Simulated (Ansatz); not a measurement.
# B3LYP/6-31G(d) (spherical functions) run of NO+ (nitrosonium)

Aim: the vertical singlet–triplet gap of NO+ (nitrosonium) at B3LYP/6-31G* (spherical functions), from 2 runs. 

The results are computed with Ansatz 0.2.0.

1 further run of the same task is left out (set aside as unsound or not needed).

## (1) The molecule

NO+: 2 atoms, total charge +1, spin state singlet. As SMILES, `N#[O+]`. The bond length is the measured one.

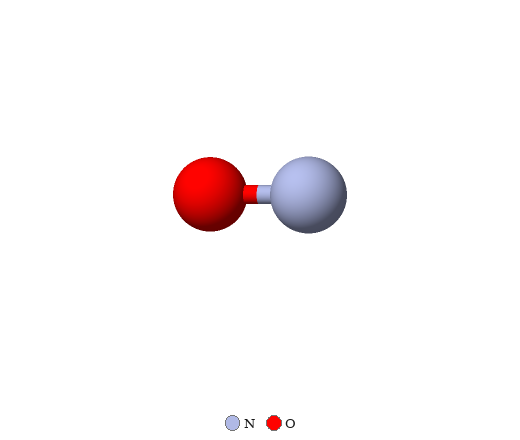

The structure, seen from a chosen angle (nitrogen light blue, oxygen red).

## (2) A single-point energy at B3LYP/6-31G(d) (spherical functions)

Input file in.yaml:

```yaml
crystal:
  periodic: [false, false, false]
  atoms:
    - symbol: N
      position_ang: [0.000000, 0.000000, 0.000000]
    - symbol: O
      position_ang: [0.000000, 0.000000, 1.063220]
basis:
  gaussian: {orbitals: 6-31G_st_-spherical.json}
accuracy: high
output: {orbitals: {seedname: orbitals}}
total_charge: 1
hamiltonian: {xc: {name: B3LYP}}
```

The basis set 6-31G* is read from a file made from the Basis Set Exchange's data (not shown).

Run with:

```sh
$ ansatz run in.yaml --threads 1 --pin off --max-ram 3480MiB --events-out events.jsonl --progress --plain --runs-dir runs
```

Standard output:

```text
Warning: RAYON_NUM_THREADS=1 ignored (pool sized by the plan → 1); use --threads N
Functional definition: B3LYP
  name "B3LYP"
  parameter a0 = 0.2
  parameter ax = 0.72
  parameter ac = 0.81
  exchange = (1 - a0 - ax)*slater_x + ax*b88_x + a0*exact_x
  correlation = (1 - ac)*vwn_rpa_c + ac*lyp_c
499 factors; integrals over basis functions are off by at most 3.5e-9 eV
mean field evaluation 1: about -3520.8311 eV, gradient 4.9e1 eV
mean field evaluation 2: about -3504.7937 eV, gradient 1.1e2 eV
mean field evaluation 4: about -3524.6173 eV, gradient 7.3e-1 eV
mean field evaluation 8: about -3524.6176 eV, gradient 9.3e-4 eV
mean field evaluation 16: about -3524.6176 eV, gradient 2.4e-8 eV
mean field -3524.61763980 eV, -129.5273091910 hartree, gradient 2.4e-8 eV, S^2 0.000000; 0 other end points of the search recorded, 0 dependent functions left out
reference -3524.61765545 eV, -129.5273097663 hartree; 7, 7 occupied and 21, 21 virtual orbitals, 499 factors
Total energy: -3524.61765545 eV, -129.5273097663 hartree
```

Wall time 0.96 s (1 thread of Arm Neoverse V2, shared host).

## (3) The triplet at the same level

Input file in.yaml:

```yaml
crystal:
  periodic: [false, false, false]
  atoms:
    - symbol: "N"
      position_ang: [0.000000, 0.000000, 0.000000]
    - symbol: O
      position_ang: [0.000000, 0.000000, 1.063220]
basis:
  gaussian: {orbitals: 6-31G_st_-spherical.json}
total_charge: 1
magnetization: {spin_polarized: true, initial_magnetization: 2}
hamiltonian: {xc: {name: B3LYP}}
accuracy: high
output: {orbitals: {seedname: orbitals}}
```

The basis set 6-31G* is read from a file made from the Basis Set Exchange's data (not shown).

Run with:

```sh
$ ansatz run in.yaml --threads 1 --pin off --max-ram 3480MiB --events-out events.jsonl --progress --plain --runs-dir runs
```

Standard output:

```text
Warning: RAYON_NUM_THREADS=1 ignored (pool sized by the plan → 1); use --threads N
[... 7 set-up lines as earlier in the session ...]
499 factors; integrals over basis functions are off by at most 3.5e-9 eV
mean field evaluation 1: about -3511.3539 eV, gradient 4.1e1 eV
mean field evaluation 2: about -3478.3937 eV, gradient 9.9e1 eV
mean field evaluation 4: about -3516.9915 eV, gradient 1.7e0 eV
mean field evaluation 8: about -3517.0035 eV, gradient 1.9e-1 eV
mean field evaluation 16: about -3517.0043 eV, gradient 9.8e-6 eV
mean field -3517.00426205 eV, -129.2475227193 hartree, gradient 1.2e-8 eV, S^2 2.008816; 1 other end points of the search recorded, 0 dependent functions left out
reference -3517.00427843 eV, -129.2475233211 hartree; 8, 6 occupied and 20, 22 virtual orbitals, 499 factors
Total energy: -3517.00427843 eV, -129.2475233211 hartree
```

It took 0.95 s on 1 thread of Arm Neoverse V2, shared host; peak memory 0.093 GiB.

## (4) Summary of results

At B3LYP/6-31G* (spherical functions):

| quantity | value |
| --- | --- |
| singlet: total energy | -129.52731 Eh |
| singlet: HOMO energy | -25.06 eV |
| singlet: LUMO energy | -13.55 eV |
| singlet: HOMO–LUMO gap | 11.52 eV |
| triplet: total energy | -129.24752 Eh |
| triplet: HOMO energy (highest over α and β) | -17.19 eV |
| triplet: ⟨S²⟩ | 2.009 |
| vertical energy of the triplet above the singlet | 7.613 eV |

At this shape the triplet lies 7.61 eV (735 kJ/mol) above the singlet.
